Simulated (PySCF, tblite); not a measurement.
# C7H13NSi: geometry, infrared bands and NMR shifts

Aim: predict the infrared bands and NMR shifts of C7H13NSi (`C#CCC(C)(C)[SiH2]N=C`).

Programs: tblite 0.8.0 and PySCF 2.14.0, with density-fitted response routines of our own. Each step states its level of theory. These are calculated values for one molecule in the gas phase, unless marked as measured. Atoms are numbered from 0 throughout.

### 1 Starting geometry

22 atoms, charge 0, multiplicity 1; geometry from: force field or distance geometry start.

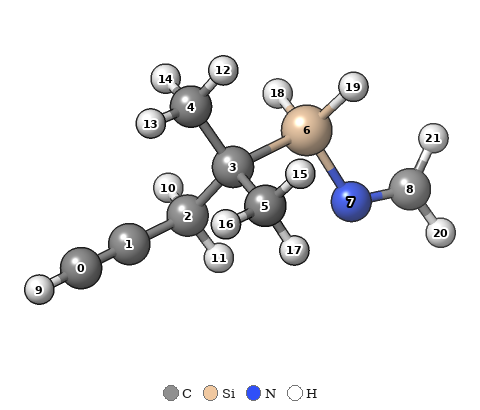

As it starts; carbon grey, silicon light orange, nitrogen blue, hydrogen white, atoms numbered.

### 2 Optimising the geometry with GFN2-xTB

Job settings and geometry (Å):

```
{"job": {"kind": "relax", "xc": "GFN2-xTB", "basis": "xTB"}, "charge": 0, "multiplicity": 1}
C      3.484300     1.345600     0.502800
C      2.319800     1.258800     0.164600
C      0.919000     1.147900    -0.227600
C      0.357400    -0.297500    -0.223000
C      1.177100    -1.218000    -1.155100
C      0.403100    -0.898000     1.212600
Si    -1.517500    -0.263500    -0.849600
N     -2.359200     0.783000     0.261600
C     -3.645900     0.726300     0.211200
H      4.492000     1.431600     0.802700
H      0.806600     1.578400    -1.238900
H      0.311000     1.786800     0.437100
H      0.748800    -2.225000    -1.203900
H      2.218800    -1.322400    -0.826000
H      1.198300    -0.806400    -2.180800
H     -0.046200    -1.894900     1.263400
H      1.440100    -0.993900     1.575400
H     -0.131300    -0.270900     1.931500
H     -1.595100     0.306700    -2.205000
H     -2.110000    -1.620800    -0.781700
H     -4.239300     1.378700     0.893300
H     -4.242300     0.087100    -0.466100
```

On the command line:

```bash
> OMP_NUM_THREADS=1 python probes_run.py task.json out
```

This one command runs all jobs of the session in turn.

**Question.** This job is followed by: GFN2-xTB harmonic vibrations, gas phase; GIAO PBE0/pcSseg-1 NMR shielding, non-relativistic, gas phase. What will the session give for the following? strongest single infrared mode (GFN2-xTB); zero-point energy (GFN2-xTB); ¹³C shifts against TMS (PBE0/pcSseg-1, means over atoms taken as alike); ¹H shifts against TMS (PBE0/pcSseg-1, means over atoms taken as alike); ²⁹Si shifts against TMS (PBE0/pcSseg-1); ¹⁵N shifts against NH3 (PBE0/pcSseg-1).

The runs gave:

| quantity | value |
| --- | --- |
| strongest single infrared mode (GFN2-xTB) | 2200 cm⁻¹, 388 km/mol |
| zero-point energy (GFN2-xTB) | 109.9 kcal/mol |
| ¹³C shifts against TMS (PBE0/pcSseg-1, means over atoms taken as alike) | 173.0, 86.9, 77.9, 30.6, 23.0, 22.7 ppm |
| ¹H shifts against TMS (PBE0/pcSseg-1, means over atoms taken as alike) | 8.75, 8.71, 4.84, 2.65, 1.47, 1.11 ppm |
| ²⁹Si shifts against TMS (PBE0/pcSseg-1) | -22.4 ppm |
| ¹⁵N shifts against NH3 (PBE0/pcSseg-1) | 421.2 ppm |

What this shows: The optimisation took 117 steps and gained 0.382 eV; among the close pairs (by a distance rule), C3–Si6 changed most, from 1.977 to 1.917 Å. All 60 modes are real, so the xTB geometry is a minimum. The strongest single mode, at 2200 cm⁻¹, moves mainly H19. GFN2-xTB is a fitted tight-binding method: band positions and strengths are rough. Its intensities can rank the bands wrongly. At PBE0/pcSseg-1: The largest span, 863 ppm, is at N7, where the paramagnetic term is -486 ppm.
